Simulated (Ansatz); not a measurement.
# Calculations on GeH$_{4}$Br

Part 1: Relaxation

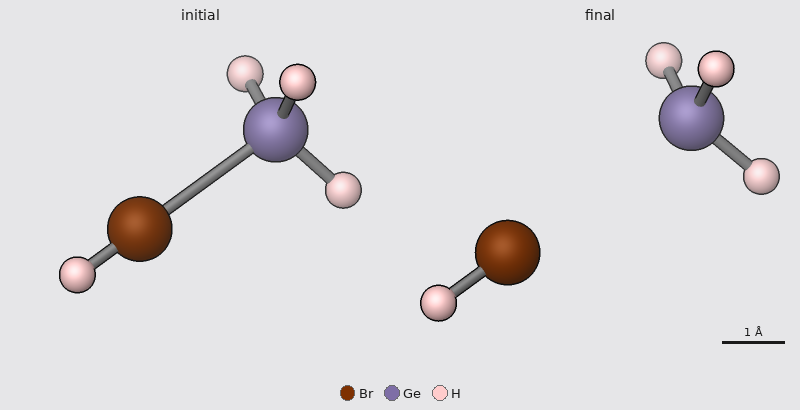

The structure of GeH4Br (multiplicity 2) (started from a transition state, displaced along its imaginary mode) before (left) and after (right) a relaxation, at one scale.

A ball-and-stick model, seen from a free direction.

Level of theory: UKS PBE0-D4/def2-TZVP in Ansatz.

Input file:
```yaml
crystal:
  periodic: [false, false, false]
  atoms:
    - {symbol: Br, position_ang: [-1.265743, -1.350123, -0.160823]}
    - {symbol: Ge, position_ang: [0.642579, 0.689534, 0.083600]}
    - {symbol: H, position_ang: [-2.135876, -2.292276, -0.277962]}
    - {symbol: H, position_ang: [1.002162, 1.080797, -1.352250]}
    - {symbol: H, position_ang: [-0.053506, 1.811278, 0.859058]}
    - {symbol: H, position_ang: [1.810385, 0.060890, 0.848377]}
basis:
  gaussian: {orbitals: def2-TZVP}
magnetization: {spin_polarized: true, initial_magnetization: 1}
hamiltonian: {xc: pbe0, dispersion: d4}
relax: {f_tol: 0.005, max_steps: 200}
```

Launched with:
```bash
ansatz run in.yaml --threads 4 --pin off --events-out ev --progress --plain --max-ram 9574MiB
```

What changed between the two?

Over 8 geometry steps the energy falls by 63.7 kJ/mol. Largest force component: 4.2 eV/Å at the start, 0.00056 eV/Å at the end. The atom that moves furthest after the best rigid fit is H3 (0.80 Å). Largest moves by element: H 0.80 Å, Br 0.66 Å, Ge 0.33 Å. Among the contacts that change: Br1–Ge2 2.804 → 3.793 Å, Br1–H3 1.288 → 1.425 Å, Ge2–H4 1.531 → 1.538 Å. Bonds break, among them: Br1–Ge2 (2.80 → 3.79 Å). The run took 23 s on 4 threads of Arm Neoverse V1, on a shared host.

Part 2: Relaxation

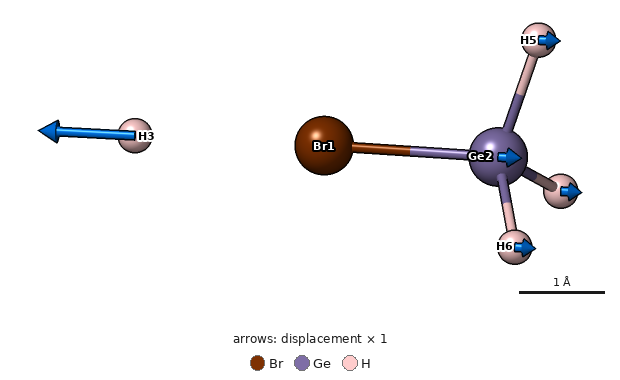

This is a relaxation of GeH₄Br (multiplicity 2) (started from a transition state, displaced along its imaginary mode). The starting structure is drawn; blue arrows show the displacements, at their true length. The two geometries are superimposed by the best rigid fit.

The picture is a ball-and-stick view, seen from a free direction.

Method: Ansatz 0.2.0, UKS PBE0-D4/def2-TZVP. Set-up: force threshold 0.005 eV/Å; at most 200 steps.

Describe the change and its energy.

After 12 accepted moves (13 points after the start) the energy has fallen by 0.572 eV. The largest force component goes from 3.3 to 0.0013 eV/Å. The line search rejected the trial step at point 12 of the run. The largest move after the best rigid fit is that of an H atom, 1.18 Å. Largest moves by element: H 1.18 Å, Ge 0.29 Å, Br 0.08 Å. Near-neighbour distances that change, for instance: Br–H 2.280 → 3.541 Å, Br–Ge 2.096 → 2.309 Å, Ge–H 1.536 → 1.532 Å. The run took 36 s on 4 threads of Arm Neoverse V1, with other jobs on the host.

Limits of the set-up: the start holds two separate molecules, 2.3 Å apart at their closest, whose relative position is a soft coordinate.

Part 3: Reaction

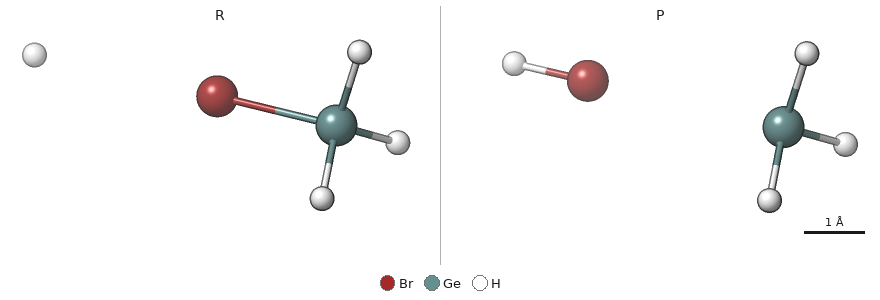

Reactant (R) and product (P) of one elementary step of GeH₄Br (multiplicity 2). Style: ball-and-stick. Shown at a tilt.

Stationary points at PBE0-D4/def2-TZVP, single-point energies with CAM-B3LYP-D4 (def2-TZVPP where no basis is named; Ansatz 0.2.0). The energies are electronic, without zero-point or thermal terms, and both ends are the relaxed geometries reached downhill from the saddle, with any fragments still in contact.

**What is the transition state like, and how high is the barrier?**

Counted by bonded pieces, R holds GeH₃Br + H and P holds GeH₃ + HBr. From R over the saddle to P, a bond forms: Br–H (3.54 → 1.78 → 1.42 Å). A bond breaks: Br–Ge (2.31 → 2.45 → 3.79 Å). The saddle has one imaginary mode, 435i cm⁻¹. The end P keeps a soft imaginary mode of 21i cm⁻¹, so it isn't quite a minimum. With CAM-B3LYP-D4 the barrier is 5.9 kcal/mol from R and 13.3 kcal/mol from P, and P lies 7.4 kcal/mol below R.

The saddle point in the same view, with dashed sticks for the bonds that form or break:

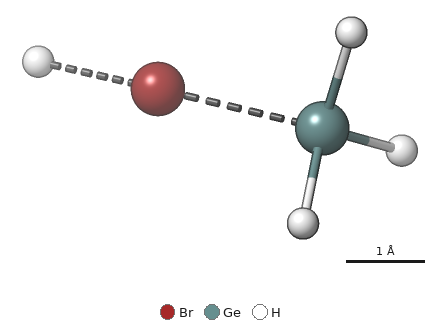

Limits of the set-up: the start holds two separate molecules, 3.5 Å apart at their closest, whose relative position is a soft coordinate.

Part 4: Reaction

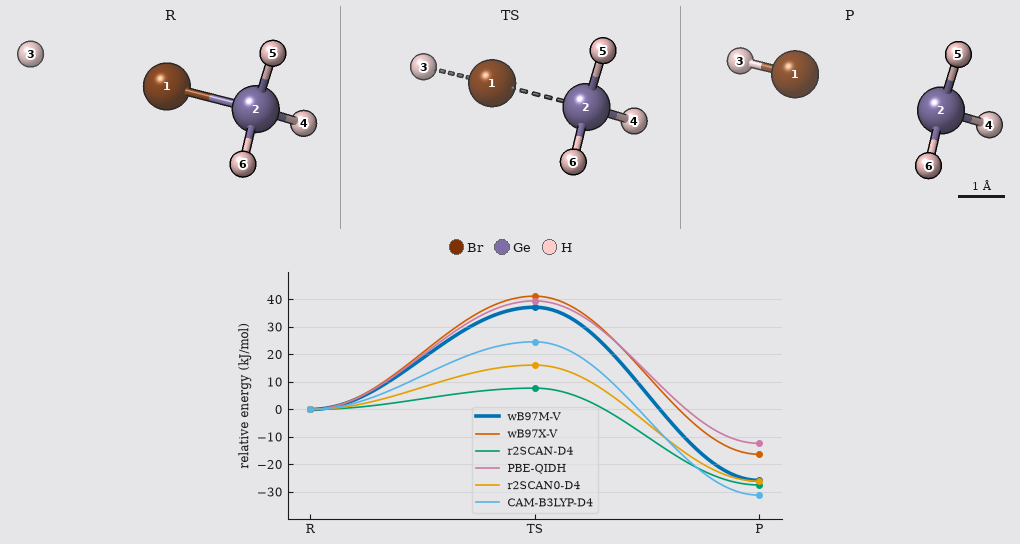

A reaction step of GeH$_{4}$Br (multiplicity 2), with its energy diagram. The picture is a ball-and-stick view, seen at a tilt. Dashed sticks mark bonds that form or break.

Stationary points at PBE0-D4/def2-TZVP, single-point energies with wB97M-V, wB97X-V, r2SCAN-D4, PBE-QIDH, r2SCAN0-D4, CAM-B3LYP-D4 (def2-TZVPP where no basis is named; Ansatz 0.2.0). The energies are electronic, without zero-point or thermal terms, and both ends are the relaxed geometries reached downhill from the saddle, with any fragments still in contact.

What happens, and what does it cost?

Answer. Counted by bonded pieces, R holds GeH₃Br + H and P holds GeH₃ + HBr. From R over the saddle to P, a bond forms: Br1–H3 (3.54 → 1.78 → 1.42 Å). A bond breaks: Br1–Ge2 (2.31 → 2.45 → 3.79 Å). The saddle has one imaginary mode, 435i cm⁻¹. The end P keeps a soft imaginary mode of 21i cm⁻¹, so it isn't quite a minimum. With wB97M-V the barrier is 37.2 kJ/mol from R and 63.0 kJ/mol from P, and P lies 25.8 kJ/mol below R.

| level | barrier from R (kJ/mol) | barrier from P (kJ/mol) | P less R (kJ/mol) |
| --- | --- | --- | --- |
| wB97M-V | 37.2 | 63.0 | −25.8 |
| wB97X-V | 41.2 | 57.5 | −16.3 |
| r2SCAN-D4 | 7.8 | 35.2 | −27.5 |
| PBE-QIDH | 39.5 | 51.8 | −12.3 |
| r2SCAN0-D4 | 16.1 | 42.2 | −26.1 |
| CAM-B3LYP-D4 | 24.6 | 55.8 | −31.2 |

Limits of the set-up: the start holds two separate molecules, 3.5 Å apart at their closest, whose relative position is a soft coordinate.
